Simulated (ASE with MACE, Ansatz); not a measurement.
# Which site? a vacancy of W in Σ13 (510)[001] symmetric tilt boundary in W with 12 % Re, 6 of 8 solute atoms at the boundaries (64 atoms)

At which site of Σ13 (510)[001] symmetric tilt boundary in W with 12 % Re, 6 of 8 solute atoms at the boundaries (64 atoms) does a vacancy of W cost least, and what about the site decides it?

Calculated with Ansatz 0.2.0; Kohn-Sham DFT, PBE, PAW (set soft_2), plane waves.

## Step 1: The structure

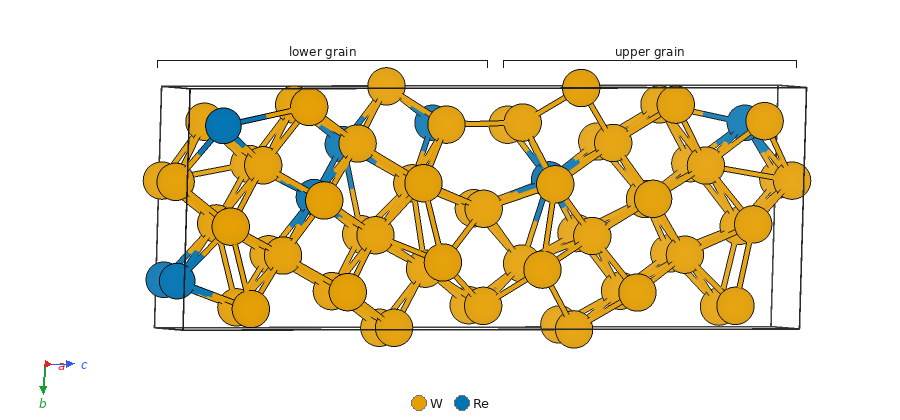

The starting structure, seen from the side, with the c axis across the page (tungsten orange, rhenium blue). Some periodic images of atoms are drawn too.

The cell holds 64 atoms: 56 W and 8 Re. Its edges and angles: a = 6.346 Å, b = 8.244 Å, c = 20.843 Å, α = 90.0°, β = 90.0°, γ = 101.1°. It derives from W and Re. Two grains of W, mirror images, two boundaries a cell, the joint chosen and relaxed with the MACE-MP-0b2 potential; the cell scaled by Vegard's rule for 8 Re among 64 atoms, 6 of them put at random on the 21 sites nearest the other grain and the rest on the 21 sites farthest from it; atoms relaxed with that potential at fixed cell. Lattice constants are starting values near those of PBE. Regions: lower grain, 36 atoms (30 W and 6 Re); upper grain, 28 atoms (2 Re and 26 W).

Limits known from the start: No spin–orbit coupling is included, so levels derived from the heavy atoms are approximate.

## Step 2: Single point at the start

A single point comes first, to see the forces before anything moves.

input.yaml

```yaml
crystal:
  lattice:
    - [6.34611, 0.0, 0.0]
    - [-1.58653, 8.08974, 0.0]
    - [0.0, 0.0, 20.84326]
  atoms:
    - { symbol: W, position: [0.09785, 0.38936, 7.0e-05] }
    - { symbol: Re, position: [0.20107, 0.79915, 0.00319] }
    - { symbol: W, position: [0.28697, 0.14382, 0.05751] }
    - { symbol: W, position: [0.39159, 0.56418, 0.07652] }
    - { symbol: W, position: [0.47963, 0.91105, 0.1093] }
    - { symbol: W, position: [0.08852, 0.32133, 0.14137] }
    - { symbol: W, position: [0.17573, 0.69481, 0.1732] }
    - { symbol: W, position: [0.2673, 0.07387, 0.20312] }
    - { symbol: Re, position: [0.36527, 0.45655, 0.2352] }
    - { symbol: W, position: [0.46188, 0.845, 0.26422] }
    - { symbol: Re, position: [0.05914, 0.24067, 0.29377] }
    - { symbol: W, position: [0.15445, 0.61252, 0.32328] }
    - { symbol: W, position: [0.25161, 0.99926, 0.35268] }
    - { symbol: W, position: [0.34142, 0.40031, 0.39511] }
    - { symbol: W, position: [0.43924, 0.75298, 0.41539] }
    - { symbol: Re, position: [0.03842, 0.15297, 0.43922] }
    - { symbol: W, position: [0.13408, 0.50573, 0.50571] }
    - { symbol: W, position: [0.22329, 0.90672, 0.49783] }
    - { symbol: Re, position: [0.28734, 0.15293, 0.93434] }
    - { symbol: W, position: [0.39223, 0.57882, 0.92422] }
    - { symbol: W, position: [0.47724, 0.91186, 0.89223] }
    - { symbol: W, position: [0.07293, 0.32168, 0.85761] }
    - { symbol: W, position: [0.17269, 0.69467, 0.82318] }
    - { symbol: W, position: [0.26902, 0.07587, 0.79562] }
    - { symbol: W, position: [0.36749, 0.4665, 0.77213] }
    - { symbol: W, position: [0.45911, 0.84575, 0.73181] }
    - { symbol: W, position: [0.05727, 0.23149, 0.70628] }
    - { symbol: W, position: [0.1545, 0.60952, 0.67237] }
    - { symbol: W, position: [0.24267, 0.98707, 0.64507] }
    - { symbol: Re, position: [0.35318, 0.38535, 0.61647] }
    - { symbol: W, position: [0.43511, 0.73206, 0.57273] }
    - { symbol: W, position: [0.03892, 0.16126, 0.56093] }
    - { symbol: W, position: [0.59679, 0.38951, 0.99921] }
    - { symbol: Re, position: [0.69876, 0.79977, 0.00175] }
    - { symbol: Re, position: [0.78895, 0.15593, 0.06521] }
    - { symbol: W, position: [0.89192, 0.57264, 0.07714] }
    - { symbol: W, position: [0.97701, 0.91332, 0.10971] }
    - { symbol: W, position: [0.57419, 0.32199, 0.1416] }
    - { symbol: W, position: [0.67211, 0.69504, 0.17354] }
    - { symbol: W, position: [0.77004, 0.07844, 0.20428] }
    - { symbol: W, position: [0.86629, 0.46493, 0.22877] }
    - { symbol: W, position: [0.96224, 0.8442, 0.26685] }
    - { symbol: W, position: [0.56158, 0.23237, 0.29422] }
    - { symbol: W, position: [0.65396, 0.61182, 0.32337] }
    - { symbol: W, position: [0.75238, 0.99452, 0.35341] }
    - { symbol: W, position: [0.85016, 0.3948, 0.3896] }
    - { symbol: W, position: [0.9327, 0.72217, 0.42112] }
    - { symbol: W, position: [0.54114, 0.15535, 0.43841] }
    - { symbol: W, position: [0.6211, 0.50338, 0.49914] }
    - { symbol: W, position: [0.73122, 0.90438, 0.4978] }
    - { symbol: W, position: [0.78745, 0.14086, 0.94299] }
    - { symbol: W, position: [0.89248, 0.56745, 0.92453] }
    - { symbol: W, position: [0.98037, 0.90386, 0.89557] }
    - { symbol: W, position: [0.58868, 0.32631, 0.85909] }
    - { symbol: W, position: [0.67503, 0.69467, 0.82528] }
    - { symbol: W, position: [0.76633, 0.07191, 0.79904] }
    - { symbol: W, position: [0.86785, 0.46112, 0.76207] }
    - { symbol: W, position: [0.95891, 0.84801, 0.73692] }
    - { symbol: W, position: [0.55663, 0.23249, 0.7091] }
    - { symbol: W, position: [0.64868, 0.61683, 0.67537] }
    - { symbol: W, position: [0.75216, 0.00256, 0.64547] }
    - { symbol: W, position: [0.83736, 0.40031, 0.60404] }
    - { symbol: W, position: [0.93854, 0.75261, 0.5827] }
    - { symbol: W, position: [0.53134, 0.14751, 0.56252] }
kpoints:
  mp_grid: { grid: [3, 2, 1] }
hamiltonian:
  xc: pbe
scf:
  occupations: { method: fermi_dirac, width: 0.1 }
output:
  forces: true
```

Run with:

```bash
ansatz run input.yaml --threads 6 --pin off --max-ram 102400MiB --backend cuda --events-out ev --progress --plain --runs-dir out
```

Numbers of over 12 decimals in the logs are rounded to 6 here.

What it wrote:

```text
[...]
Pseudopotentials: kind: paw
Pseudopotential: W, paw, valence charge 14, recommended cutoff 420 eV (normal), W.paw.azcp
Pseudopotential: Re, paw, valence charge 15, recommended cutoff 420 eV (normal), Re.paw.azcp
[... 5 lines on functional and potentials left out ...]
device memory: the entry about to start is reckoned to put 18.2 GiB on a device that reports 78.6 GiB free
GPU FFT provider: cuFFT
GPU libraries: cuBLAS 13.8.2, cuFFT 12.4.0, cuSOLVER 12.3.4
Crystal: 64 atoms, lattice volume = 1070.059 Å³
Basis set: ecut = 420 eV, 20913 PW (Γ), exchange–correlation on 90×120×288 points (8 copies of the dense FFT grid, shifted against one another)
Bands: 543, of which v1, the nominal top of the filled ones, is band 452 counted from 1 (451 counted from 0)
Symmetry: 1 space group operations
Space group: P1 (ITA 1), of the structure as read, at distance tolerance 1.0e-4 Å
k-points: 4 of 6 (time reversal used)
[... 5 lines on functional and potentials left out ...]
Initial density: superposition of atomic densities (neutral atoms: chi_scale 0, normalization atom), corrected by the library's trained network
Initial wavefunctions: pseudopotential atomic-orbital guess
GPU buffer pool allocated for 388800 grid points (all kernels)
GPU transforms: local potential and band sums: pruned to the plane-wave sphere, on 45×60×144
[...]
SCF iter   1: F=—  HF=-668478.587135 eV  |F-HF|=—  |Δ(HF+E_count)|=         —  Δρ=7.94e-3  dr2=3.13e0  ethr=1.77e-3  ⟨swp⟩=4.0  Hψ=7055  notcnv=0
preconditioner: auto → Kerker (q_TF=auto, 2.653 Å⁻¹)  [metal: Δε(μ)=0.040 eV  Ē_g=4.762 eV  σ=0.100 eV  W_gap=0.10  n_scr=338 (ndim 8)  ℏωp=22.5 eV  f_vac=0.000  D(μ)=44.02/eV (n_scr^D=366)]
[...]
SCF iter   7: F=—  HF=-668478.406202 eV  |F-HF|=—  |Δ(HF+E_count)|=   6.36e-8  Δρ=1.90e-6  dr2=1.57e-7  ethr=2.22e-10  ⟨swp⟩=2.0  Hψ=3016  notcnv=0
SCF iter   8: F=-668478.406202 eV  HF=-668478.406202 eV  |F-HF|=8.61e-9  |Δ(HF+E_count)|=   8.15e-9  Δρ=5.39e-7  dr2=1.16e-8  ethr=1.11e-11  ⟨swp⟩=3.2  Hψ=4959  notcnv=0
SCF 1 converged in 8 iterations: F = -668478.406202 eV  dr2 = 1.16e-8
[...]
SCF converged after 8 iterations
Free energy (F): -668478.406202 eV
Harris-Foulkes:  -668478.406202 eV  (|F-HF|=8.61e-9)
Internal energy: -668476.923080 eV  (E = F + TS)
E sigma→0 (E₀):  -668477.664641 eV
Entropy (-TS):   -1.483121 eV (-23.174 meV/atom)
Fermi energy:    21.129468 eV
--- Per-component energies (eV) ---
[...]
Σ components = -668478.406202   (vs F -668478.406202, Δ=0.00e0)
--- Forces (eV/Å), atoms counted from 1 ---
  atom   1  W      0.00297701    -0.36876970    -0.05376530
  atom   2  Re    -0.06484383    -0.00617137     0.07231425
  atom   3  W      0.09790444     0.54594268     0.05217453
  atom   4  W     -0.09458730    -0.87229835     0.51292132
[...]
atom  64  W      0.09762755    -0.06132913     0.02559807
  max |Σ_I F_I| component: 1.13e-5 eV/Å
```

It took 3.5 s on 1 × NVIDIA H100 80GB HBM3 with 6 threads of AMD EPYC 7R13 (Zen 3), shared host; peak memory 1.3 GiB.

The column dr2 measures how far the density is from self-consistency, as an energy; F and HF (Harris–Foulkes) agree once it is small.

That memory is the host's; the program planned 18.2 GiB on the GPU.

The r.m.s. force at the start is 0.55 eV/Å.

## Step 3: Relaxation

With the cell held, the atoms are moved downhill towards a nearby minimum.

input.yaml

```yaml
crystal:
  lattice:
    - [6.34611, 0.0, 0.0]
    - [-1.58653, 8.08974, 0.0]
    - [0.0, 0.0, 20.84326]
  atoms:
    [... the 64 atom lines of step 2 ...]
kpoints:
  mp_grid: { grid: [3, 2, 1] }
hamiltonian:
  xc: pbe
scf:
  occupations: { method: fermi_dirac, width: 0.1 }
output:
  forces: true
relax:
  f_tol: 0.05
  max_steps: 150
```

What it wrote:

```text
[...]
GPU FFT provider: cuFFT
GPU libraries: cuBLAS 13.8.2, cuFFT 12.4.0, cuSOLVER 12.3.4
Crystal: 64 atoms, lattice volume = 1070.059 Å³
Basis set: ecut = 420 eV, 20913 PW (Γ), exchange–correlation on 90×120×288 points (8 copies of the dense FFT grid, shifted against one another)
Bands: 543, of which v1, the nominal top of the filled ones, is band 452 counted from 1 (451 counted from 0)
Symmetry: 1 space group operations
[...]
k-points: 4 of 6 (time reversal used)
[...]
GPU buffer pool allocated for 388800 grid points (all kernels)
[...]
SCF iter   1: F=—  HF=-668478.587134 eV  |F-HF|=—  |Δ(HF+E_count)|=         —  Δρ=7.94e-3  dr2=3.13e0  ethr=1.77e-3  ⟨swp⟩=4.0  Hψ=7055  notcnv=0
[...]
SCF iter   6: F=-668478.406200 eV  HF=-668478.406202 eV  |F-HF|=1.42e-6  |Δ(HF+E_count)|=   2.96e-6  Δρ=7.90e-6  dr2=1.87e-6  ethr=4.98e-9  ⟨swp⟩=2.0  Hψ=6211  notcnv=0
SCF 1 converged in 6 iterations: F = -668478.406200 eV  dr2 = 1.87e-6
[...]
relax step   1: F+E_penalty+E_count = -668478.40620035 eV  Δ(F+E_penalty+E_count) = +0.000e0 eV  max|allowed force component| = 1.967e0 eV/Å  Δτ_max = 0.0000 Å  (6 SCF iters, dr2 threshold 6.25e-5 eV, accepted)
[... from here on, the SCF cycles and remarks between the steps are left out ...]
relax step   2: F+E_penalty+E_count = -668480.81086963 eV  Δ(F+E_penalty+E_count) = -2.405e0 eV  max|allowed force component| = 7.448e-1 eV/Å  Δτ_max = 0.1986 Å  (6 SCF iters, dr2 threshold 1.00e-4 eV, accepted)
relax step   3: F+E_penalty+E_count = -668481.30855395 eV  Δ(F+E_penalty+E_count) = -4.977e-1 eV  max|allowed force component| = 4.509e-1 eV/Å  Δτ_max = 0.2000 Å  (6 SCF iters, dr2 threshold 3.47e-5 eV, accepted)
relax step   4: F+E_penalty+E_count = -668481.39707121 eV  Δ(F+E_penalty+E_count) = -8.852e-2 eV  max|allowed force component| = 2.691e-1 eV/Å  Δτ_max = 0.2000 Å  (6 SCF iters, dr2 threshold 2.91e-5 eV, accepted)
relax step   5: F+E_penalty+E_count = -668481.44756447 eV  Δ(F+E_penalty+E_count) = -5.049e-2 eV  max|allowed force component| = 2.787e-1 eV/Å  Δτ_max = 0.2000 Å  (6 SCF iters, dr2 threshold 2.58e-5 eV, accepted)
relax step   6: F+E_penalty+E_count = -668481.46590298 eV  Δ(F+E_penalty+E_count) = -1.834e-2 eV  max|allowed force component| = 1.490e-1 eV/Å  Δτ_max = 0.0394 Å  (6 SCF iters, dr2 threshold 2.77e-5 eV, accepted)
relax step   7: F+E_penalty+E_count = -668481.47592025 eV  Δ(F+E_penalty+E_count) = -1.002e-2 eV  max|allowed force component| = 4.619e-2 eV/Å  Δτ_max = 0.0329 Å  (6 SCF iters, dr2 threshold 6.35e-6 eV, accepted)
relax step   8: F+E_penalty+E_count = -668481.47592035 eV  Δ(F+E_penalty+E_count) = -9.162e-8 eV  max|allowed force component| = 4.617e-2 eV/Å  Δτ_max = 0.0000 Å  (7 SCF iters, accepted)
SCF converged after 7 iterations
Free energy (F): -668481.475920 eV
[...]
Internal energy: -668480.296329 eV  (E = F + TS)
E sigma→0 (E₀):  -668480.886125 eV
Entropy (-TS):   -1.179591 eV (-18.431 meV/atom)
Fermi energy:    21.183744 eV
[...]
--- Forces (eV/Å), atoms counted from 1 ---
  atom   1  W      0.00671536    -0.01658675    -0.00361882
  atom   2  Re    -0.01015684    -0.03901821     0.00726589
  atom   3  W      0.01057564     0.03472234     0.02128436
  atom   4  W     -0.01201268    -0.00008036    -0.01069062
  atom   5  W     -0.00356372    -0.00240230     0.01202436
  atom   6  W      0.00621449    -0.00825463    -0.00418776
  atom   7  W     -0.00628995    -0.00257727     0.00462864
  atom   8  W     -0.00207620    -0.00263141    -0.01129082
  atom   9  Re     0.00131660    -0.00894534    -0.00001849
  atom  10  W      0.00350412     0.00489800     0.00179053
  atom  11  Re     0.00318963     0.00564825     0.00553903
  atom  12  W     -0.00444018    -0.00184654     0.00113333
  atom  13  W      0.00571791    -0.00213566    -0.00770775
  atom  14  W      0.00163847    -0.00617568     0.00430981
[...]
atom  63  W     -0.00436321    -0.00050164    -0.00188846
  atom  64  W      0.00436261     0.02724558    -0.04311371
  max |Σ_I F_I| component: 6.54e-7 eV/Å
--- Relaxed structure (8 steps of the walk, 8 accepted, 0 SCFs on fresh bases) ---
  F+E_penalty+E_count = -668481.47592035 eV   max|allowed force component| = 4.617e-2 eV/Å
  atoms:
    - { symbol: W, position: [0.095094, 0.379683, 0.000757396] }
    - { symbol: Re, position: [0.200312, 0.791529, -0.014245] }
    - { symbol: W, position: [0.286599, 0.146042, 0.061089] }
    - { symbol: W, position: [0.386978, 0.548827, 0.080728] }
[...]
- { symbol: W, position: [0.538732, 0.162941, 0.563118] }
```

Run time: 14 s. Hardware: 1 × NVIDIA H100 80GB HBM3 with 6 threads; peak memory 1.4 GiB.

That memory is the host's; the program planned 18.2 GiB on the GPU.

The relaxation converged after 8 steps, 3.07 eV below its start, with a largest force component of 0.046 eV/Å.

(Continued in part 2 of 3.)

[Logs are printed without paths, hosts, clocks, repeated set-up lines and the standing remarks that a program may print on its own settings, such as how far it seeks lower states.]

[Hosts, paths, dates, database ids (printed as entryN), source tags and the programs' standing remarks are cut or masked in the printed files.]
